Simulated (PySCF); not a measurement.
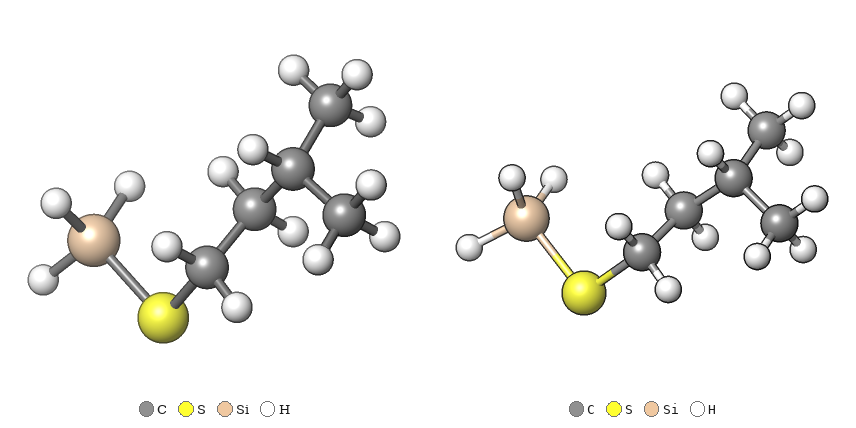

Two views of one molecule.

What does the picture show?

The molecule is C₅H₁₄SSi. As SMILES it reads `CC(C)CCS[SiH3]`. It has no ring. Among its groups: Si–H bond. This geometry has C1 symmetry. Coordination: 5 C tetrahedral; 1 S bent; 1 Si tetrahedral.

More results for the same structure follow; atom numbers are the same in all pictures, views and colours differ. Computed geometry: PBE0-D3(BJ)/def2-SVP optimisation. No frequency run is at hand to confirm it as a minimum.

## Shape

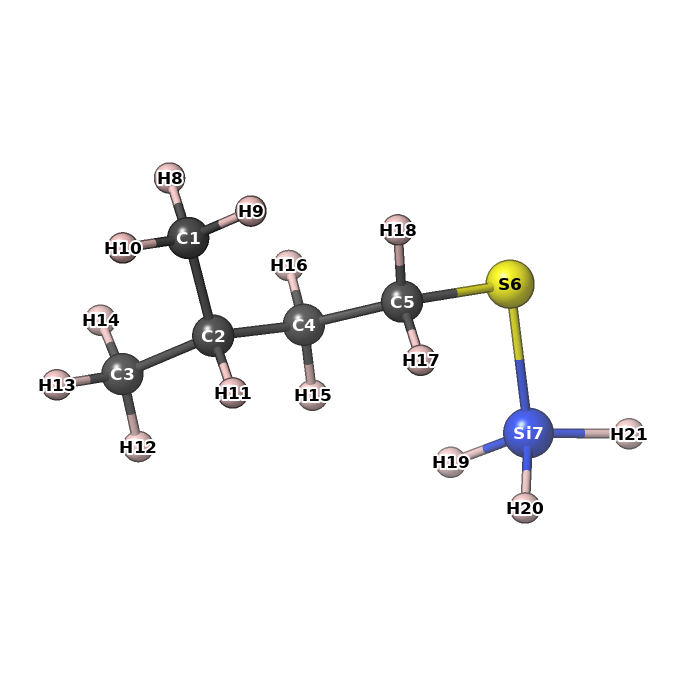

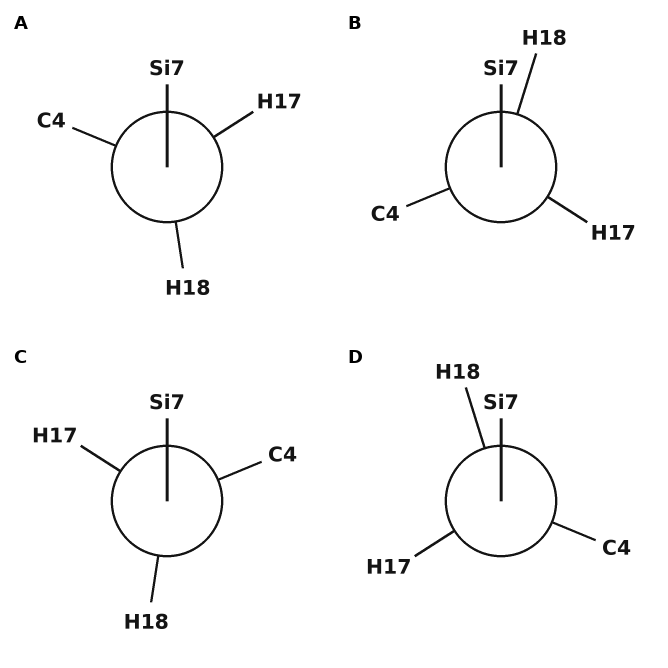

Distant atoms are faded towards the background colour. Bonds that would overlap in a projection are set slightly apart. No frequency run is at hand to confirm it as a minimum.

Question: Which Newman projection shows the view along S6–C5, with S6 in front?

Answer: A. The torsion angle Si7–S6–C5–C4 is −68°, synclinal (gauche).

## NMR shielding

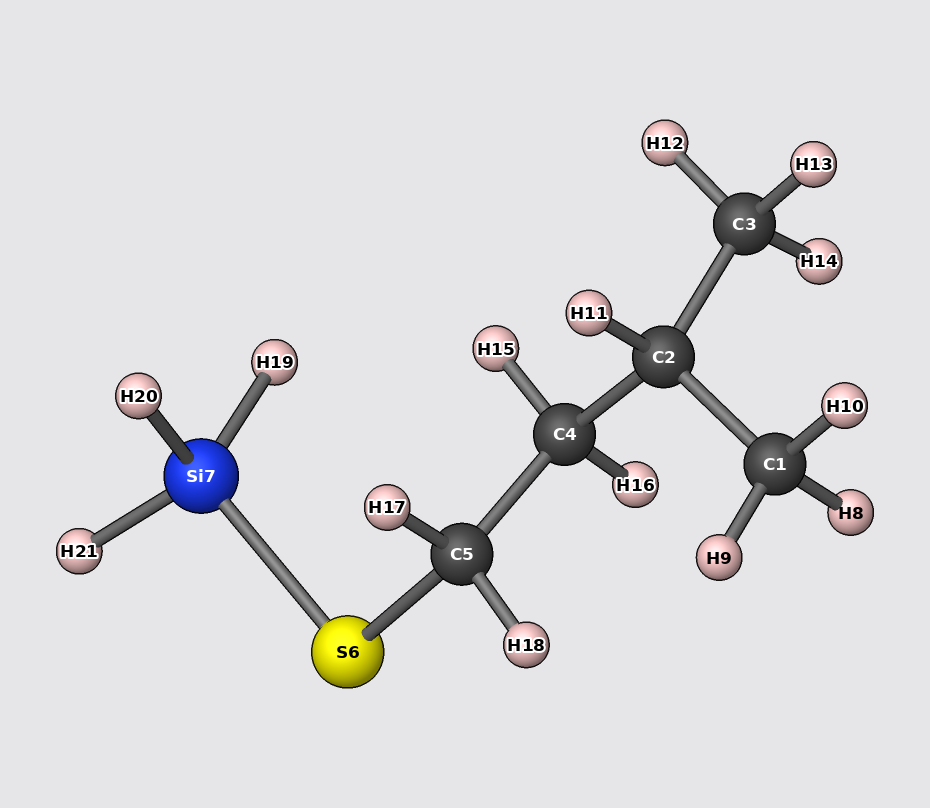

The questions are on isotropic NMR shieldings of the H atoms. No frequency run is at hand to confirm it as a minimum. Method: GIAO PBE0/pcSseg-1 NMR shielding, non-relativistic, gas phase (PySCF 2.14.0).

Question: Which H atom is the most shielded (lowest chemical shift)?

Answer: H8 (30.82 ppm).

Question: Which H atom is the least shielded (highest chemical shift)?

Answer: H19 (26.57 ppm).

Question: How wide is the range of H shifts?

Answer: 4.25 ppm.

List the isotropic NMR shieldings of the H atoms.

| atom | σ (ppm) |
| --- | --- |
| H8 | 30.82 |
| H9 | 30.00 |
| H10 | 30.30 |
| H11 | 30.14 |
| H12 | 30.23 |
| H13 | 30.20 |
| H14 | 30.52 |
| H15 | 29.84 |
| H16 | 30.32 |
| H17 | 29.24 |
| H18 | 28.67 |
| H19 | 26.57 |
| H20 | 26.80 |
| H21 | 26.70 |

## Excitation

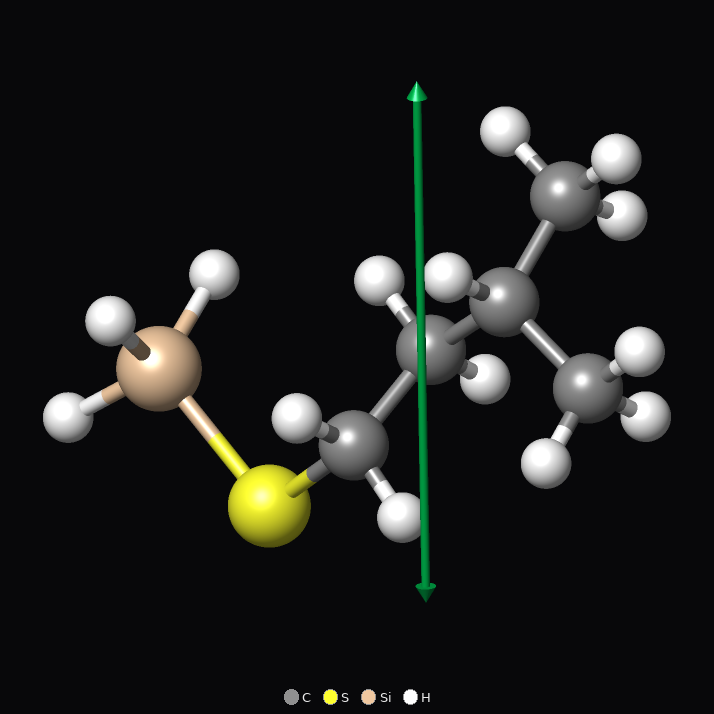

The double arrow shows the direction of the transition dipole to excited singlet state 8 (its length means nothing). No frequency run is at hand to confirm it as a minimum. Properties computed with TDDFT B3LYP/def2-SVPD, vertical, gas phase, core orbitals frozen in the response (PySCF 2.14.0).

Question: Give its energy, strength and character.

Answer: 7.03 eV (176 nm), oscillator strength 0.024, mainly HOMO → LUMO+7 (weight 0.68); transition dipole 0.95 D.

## Polarisability

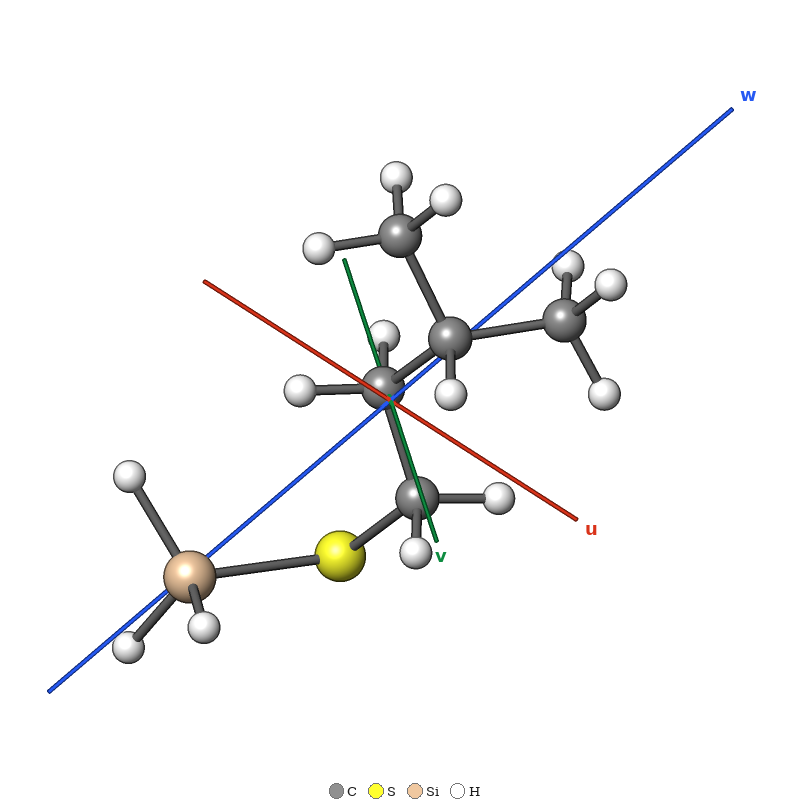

The lines u, v and w are the principal axes of the static dipole polarisability. No frequency run is at hand to confirm it as a minimum. Computed with B3LYP/def2-SVPD (PySCF 2.14.0).

Question: Along which axis is the molecule most polarisable, and along which least?

Answer: Most along w, least along v.

Question: Give the three principal values.

Answer: u 109.9, v 95.1, w 135.9 bohr³; mean 113.7, anisotropy 35.8 bohr³.
